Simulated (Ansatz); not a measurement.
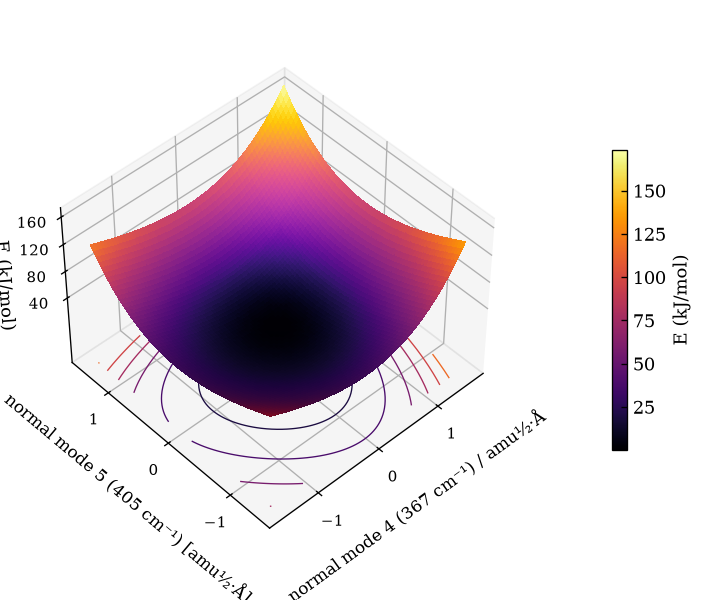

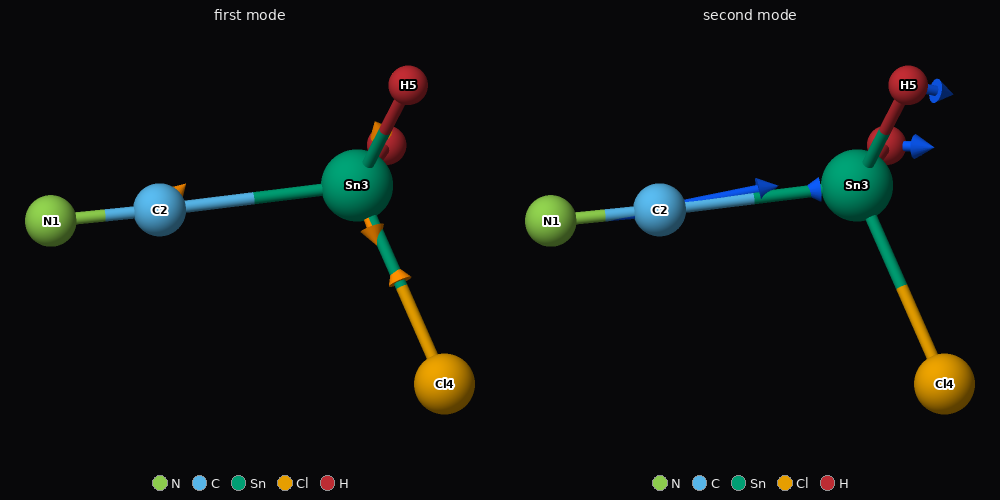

Energy landscape of CH2ClNSn, SMILES N#[C][SnH2][Cl]. 
- The first coordinate is: normal mode 4 (367 cm⁻¹); the second: normal mode 5 (405 cm⁻¹).
- Nothing is relaxed (straight displacements along the two mass-weighted modes).
- The grid has 15 × 15 points.
- Points are written as (first, second).
- All energies are given in kJ/mol relative to the lowest grid point.
- Level of theory: Ansatz, RKS PBE-D4/def2-TZVP.

Drawn: a relief with its contours projected below. Between grid points the surface is interpolated. The second picture is the structure at the lowest point

What does the map say about the system?

The lowest grid point is at (0.000 amu½·Å, 0.000 amu½·Å). No other kind of well shows on this grid. The highest grid point, (1.557 amu½·Å, 1.412 amu½·Å), lies 173 kJ/mol above the lowest.

Grid values (kJ/mol):

| normal mode 5 (405 cm⁻¹) ↓, normal mode 4 (367 cm⁻¹) → | −1.557 | −1.335 | −1.112 | −0.890 | −0.667 | −0.445 | −0.222 | 0.000 | 0.222 | 0.445 | 0.667 | 0.890 | 1.112 | 1.335 | 1.557 |
| --- | --- | --- | --- | --- | --- | --- | --- | --- | --- | --- | --- | --- | --- | --- | --- |
| 1.412 | 121 | 113 | 106 | 100 | 95 | 92 | 89 | 89 | 90 | 94 | 101 | 112 | 127 | 147 | 173 |
| 1.210 | 95 | 87 | 80 | 74 | 68 | 64 | 62 | 61 | 62 | 66 | 74 | 84 | 100 | 120 | 146 |
| 1.008 | 75 | 67 | 59 | 53 | 47 | 43 | 41 | 40 | 41 | 45 | 52 | 63 | 78 | 99 | 126 |
| 0.807 | 60 | 52 | 44 | 38 | 32 | 28 | 25 | 24 | 25 | 29 | 36 | 47 | 63 | 84 | 111 |
| 0.605 | 50 | 41 | 34 | 27 | 21 | 17 | 14 | 13 | 14 | 18 | 25 | 36 | 52 | 73 | 100 |
| 0.403 | 43 | 35 | 27 | 20 | 14 | 9 | 6 | 5 | 7 | 11 | 18 | 29 | 45 | 66 | 94 |
| 0.202 | 40 | 31 | 23 | 16 | 10 | 5 | 2 | 1 | 2 | 7 | 14 | 25 | 41 | 63 | 91 |
| 0.000 | 39 | 30 | 22 | 15 | 9 | 4 | 1 | 0 | 1 | 5 | 13 | 24 | 40 | 62 | 90 |
| −0.202 | 41 | 32 | 24 | 16 | 10 | 5 | 2 | 1 | 2 | 7 | 14 | 26 | 42 | 64 | 93 |
| −0.403 | 44 | 35 | 27 | 19 | 13 | 8 | 5 | 4 | 6 | 10 | 17 | 29 | 46 | 68 | 97 |
| −0.605 | 49 | 40 | 32 | 24 | 18 | 13 | 10 | 9 | 10 | 15 | 22 | 34 | 51 | 74 | 103 |
| −0.807 | 56 | 46 | 38 | 31 | 24 | 19 | 16 | 15 | 17 | 21 | 29 | 41 | 58 | 81 | 110 |
| −1.008 | 63 | 54 | 45 | 38 | 32 | 27 | 24 | 23 | 24 | 28 | 36 | 49 | 66 | 89 | 119 |
| −1.210 | 71 | 62 | 54 | 46 | 40 | 35 | 32 | 31 | 32 | 37 | 45 | 58 | 75 | 98 | 129 |
| −1.412 | 81 | 71 | 63 | 55 | 49 | 44 | 41 | 40 | 42 | 46 | 55 | 67 | 85 | 109 | 139 |

Each point was launched as `ansatz run input.yaml --threads 1 --pin off --max-ram 2560MiB --backend cpu --events-out ev --progress --plain --runs-dir out`. The whole map (225 points run) took 9.8 min on 1 thread of Intel(R) Xeon(R) 6975P-C (Granite Rapids), on a shared host.
